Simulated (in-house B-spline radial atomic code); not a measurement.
# W⁵¹⁺: excited configurations

Aim: the energies of several excited configurations of W⁵¹⁺ above a reference configuration, each from its own self-consistent run.

Program: in-house B-spline radial atomic code version 1. Level of theory: Dirac-Hartree-Fock, average of configuration, Fermi nucleus, basis-set limit. These are calculated values, not measurements, unless marked.

### Step 1. The system

* element: tungsten (Z = 74)
* charge: +51
* electrons: 23
* configuration: [Ar] 3d5
* Hamiltonian: Dirac-Coulomb
* nucleus: Fermi, rms radius 5.366 fm

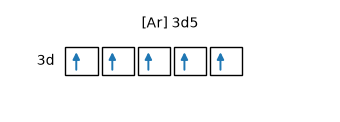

Outer shells as boxes.

The boxes draw the filling by Hund's rule, which heavy ions in jj coupling don't follow; these runs average over all states of the configuration.

Settings of the run:

```ini
Z = 74
electrons = 23.0
configuration = [Ar] 3d5
hamiltonian = dirac
method = hf
spin_polarised = False
nucleus = fermi
rms_radius = 5.3658
mass_number = 184
atomic_mass = 183.95093318
speed_of_light = 137.035999084
```

This reference run was done before. Its total energy is -13875.671198 hartree, and its levels are (the highest eight at most):

```tsv
orbital	occupation	energy (eV)	<r> (bohr)
2s1/2	2	-15330.8	0.07645
2p1/2	2	-14792.3	0.06332
2p3/2	4	-13422.2	0.07109
3s1/2	2	-5667.60	0.1917
3p1/2	2	-5439.25	0.1813
3p3/2	4	-5106.78	0.1938
3d3/2	2	-4789.04	0.1675
3d5/2	3	-4714.94	0.1713
```

### Step 2. Configuration [Ne] 3s2 3p5 3d4 4d1 4f1

Settings of the run:

```ini
Z = 74
electrons = 23.0
configuration = [Ne] 3s2 3p5 3d4 4d1 4f1
hamiltonian = dirac
method = hf
spin_polarised = False
nucleus = fermi
rms_radius = 5.3658
mass_number = 184
atomic_mass = 183.95093318
speed_of_light = 137.035999084
```

### Step 3. [Ar] 3d3 5d2

Settings: those of step 2 with these lines changed.

```diff
@@ -2,3 +2,3 @@
 electrons = 23.0
-configuration = [Ne] 3s2 3p5 3d4 4d1 4f1
+configuration = [Ar] 3d3 5d2
 hamiltonian = dirac
```

**Question.** How far above the reference does each configuration lie (order and size, in eV)?

**Answer**, as computed:

| net move | configuration | energy above the reference (eV) | with Breit, QED, recoil (eV) | largest <r> (bohr) |
| --- | --- | --- | --- | --- |
| 3d, 3p → 4d, 4f | [Ne] 3s2 3p5 3d4 4d1 4f1 | 5078.98 | 5069.69 | 0.364 |
| 2×3d → 2×5d | [Ar] 3d3 5d2 | 6385.48 | 6380.20 | 0.611 |

What this shows: The lowest of them is 3d, 3p → 4d, 4f at 5078.98 eV and the highest 2×3d → 2×5d at 6385.48 eV. Koopmans' estimate of the ionisation threshold is 4714.94 eV; 2 configurations exceed it by over 2 % and could autoionise. Two partly filled shells share a symmetry and can mix in the average, which may lower the energy, for: 3d, 3p → 4d, 4f; 2×3d → 2×5d. These are averages over configurations, without correlation, not spectroscopic levels.
